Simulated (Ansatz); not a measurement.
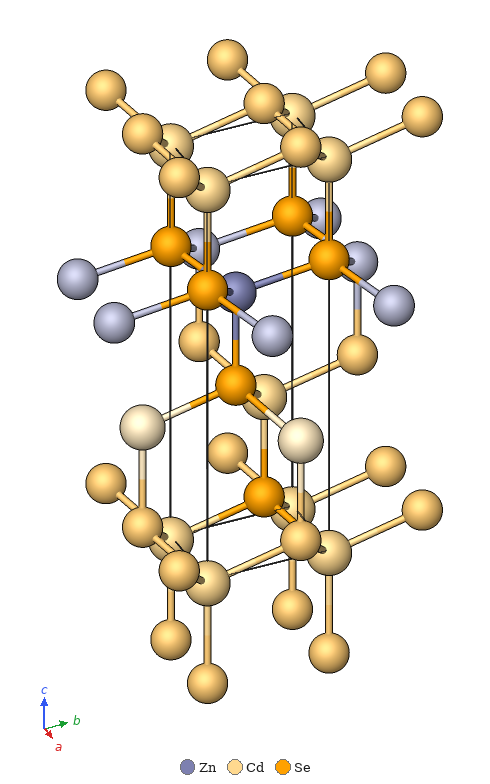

Structure drawing (ball-and-stick), viewed slightly off an axis. The lines enclose the conventional unit cell; boundary atoms appear with their images. Bonded atoms from the next cells complete the picture, in fainter colours.

ZnCd2Se3, space group P3m1 (No. 156), a = 4.265 Å, b = 4.265 Å, c = 10.521 Å, α = 90.00°, β = 90.00°, γ = 120.00°. Origin of the cell: a structure type filled with these elements by a generator (whether the compound takes this form wasn't checked). Earlier steps of the study may have refined or changed the cell and positions. A calculation with Ansatz used it as input.

This one geometry was computed with Ansatz (DFT, plane waves, PAW) at three levels of theory: r2SCAN, PBE and LDA.

Question: Which level gives the highest pressure at this volume, and what does that say about its equilibrium volume?

Answer: Highest: PBE (0.0 GPa), which points to the largest equilibrium volume. Lowest, with the smallest volume: LDA (-4.6 GPa). Levels within 0.5 GPa of each other can't be told apart.

Question: How does the band gap change with the level of theory?

Answer: LDA: a gap of 0.29 eV, direct; PBE: a gap of 0.55 eV, direct; r2SCAN: a gap of 1.04 eV, direct.

Question: Collect the results in a table.

Answer:
| level | cutoff (eV) | k-mesh of the run's cell | gap (eV) | pressure (GPa) |
| --- | --- | --- | --- | --- |
| r2SCAN | 500 | 12×12×4 | 1.04 | -1.6 |
| PBE | 420 | 12×12×4 | 0.55 | 0.0 |
| LDA | 420 | 12×12×4 | 0.29 | -4.6 |

Gaps are taken on the k-mesh or band path of each run.
